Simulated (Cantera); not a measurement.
Feed: 1 mol BCl3, a varied amount of H2O, 94 mol H2, at 1300 °C and 0.100 bar.

These are equilibrium values from Cantera (NASA tables, ideal gas, pure condensed phases), not measurements of a reactor. Candidate condensed phases: B, B2O3, B3O3H3, H2O; 33 gas species. The tables' values for BOCl, BCl, BH2 are old estimates; treat these amounts as uncertain. Gases not in the tables: H3BO3. The numbers say what is thermodynamically allowed, not how fast it happens.

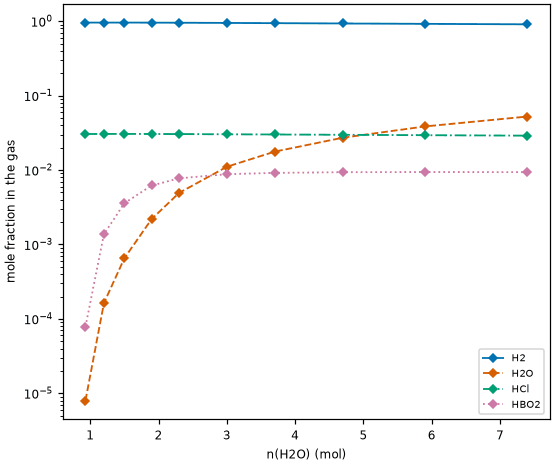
Figure. Equilibrium gas composition (values under 1e-9 drawn at 1e-9)

**Question.** Read off the mole fractions at 4.7 mol H2O.

**Answer.** H2 about 0.93, HCl about 0.030, H2O about 0.027, HBO2 about 0.0094.
